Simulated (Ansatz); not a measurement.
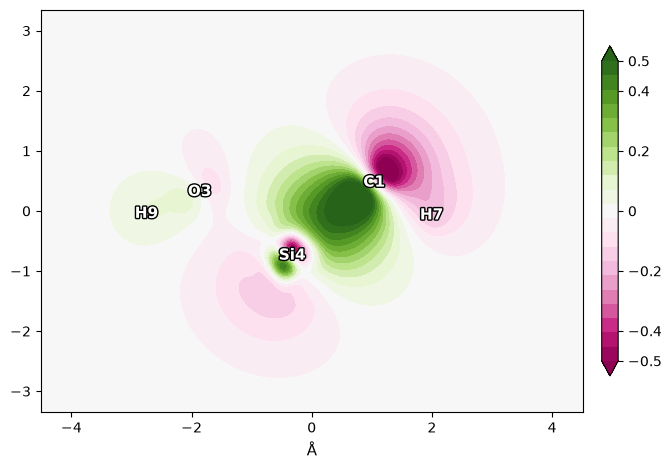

*CH6FOSi (charge +1). The HOMO on the plane of atoms C1, Si4 and O3 (values in Å⁻³ᐟ²; the overall sign is arbitrary).*

Geometry: B3LYP-D3(BJ)/def2-SVP.

Method: isolated molecule in a Gaussian basis; Kohn-Sham density functional theory, functional PBE0 (Ansatz 0.2.0).

```
atom    x (Å)    y (Å)    z (Å)
   C  -0.3775  -0.8733   2.1342
   F  -1.7107  -1.5820  -0.3324
   O  -0.2329   0.6344  -0.3467
  Si  -0.3301  -1.1065   0.3223
   H   0.5241  -0.3534   2.4960
   H  -1.2785  -0.3228   2.4504
   H  -0.4121  -1.8654   2.6171
   H   0.8205  -1.6699  -0.3937
   H   0.0119   0.8219  -1.2749
   H  -0.7672   1.3722   0.0083
```

### What is the character of this orbital?

By Hirshfeld shares it lies mainly on C1 (about 35 %), Si4 (about 25 %), H8 (about 15 %) and F2 (about 10 %). Its energy is −15.01 eV.
